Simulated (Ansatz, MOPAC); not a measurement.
Bond stretch in MgH, doublet.

Computed with: PM6, unrestricted, heats of formation (MOPAC); ROHF/aug-cc-pVQZ (Ansatz, a first-principles code); UCCSD = CCSD on UHF/aug-cc-pVQZ, frozen core run with Ansatz; UKS-PBE = Ansatz with unrestricted PBE/aug-cc-pVQZ; ROCCSD = Ansatz with CCSD on ROHF/aug-cc-pVQZ, frozen core.

Energies are in kcal/mol, each relative to the lowest point of its own curve near equilibrium.

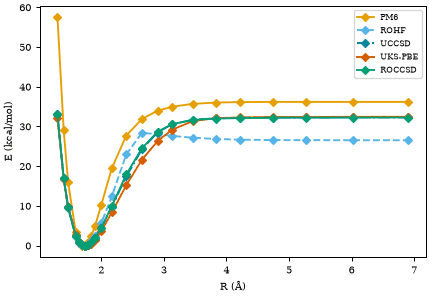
Figure: Energy against bond length for each method.

```
R / Å   PM6  ROHF  UCCSD  UKS-PBE  ROCCSD
-----  ----  ----  -----  -------  ------
1.30   57.6  32.9   33.1     32.0    33.0
1.40   29.0  16.7   17.1     16.7    17.0
1.47   16.0   9.4    9.7      9.7     9.7
1.59    3.5   2.3    2.6      2.7     2.6
1.65    0.9   0.6    0.9      1.0     0.9
1.70    0.0   0.1    0.2      0.2     0.2
1.74    0.0   0.0    0.0      0.0     0.0
1.79    0.9   0.4    0.2      0.1     0.2
1.84    2.4   1.1    0.8      0.5     0.8
1.90    4.9   2.5    1.9      1.5     1.9
2.00   10.2   5.6    4.4      3.6     4.5
2.17   19.5  12.4    9.8      8.4    10.0
2.40   27.7  23.0   17.4     15.2    17.9
2.65   31.9  28.4   24.2     21.6    24.5
2.90   34.0  28.1   28.5     26.3    28.7
3.13   35.0  27.6   30.6     29.2    30.6
3.46   35.7  27.2   31.7     31.3    31.6
3.83   36.0  26.9   32.1     32.1    32.0
4.22   36.1  26.7   32.2     32.3    32.1
4.75   36.2  26.6   32.3     32.4    32.2
5.27   36.2  26.6   32.3     32.4    32.2
6.02   36.2  26.5   32.3     32.4    32.2
6.91   36.2  26.5   32.3     32.4    32.3
```

The unrestricted determinant behind UCCSD is spin-contaminated at 2.40 to 3.13 Å (<S²> up to 0.9, against 0.75 for a pure doublet). The T1 diagnostic of CCSD on the restricted reference of ROCCSD exceeds 0.045 at 2.00 to 3.13 Å.
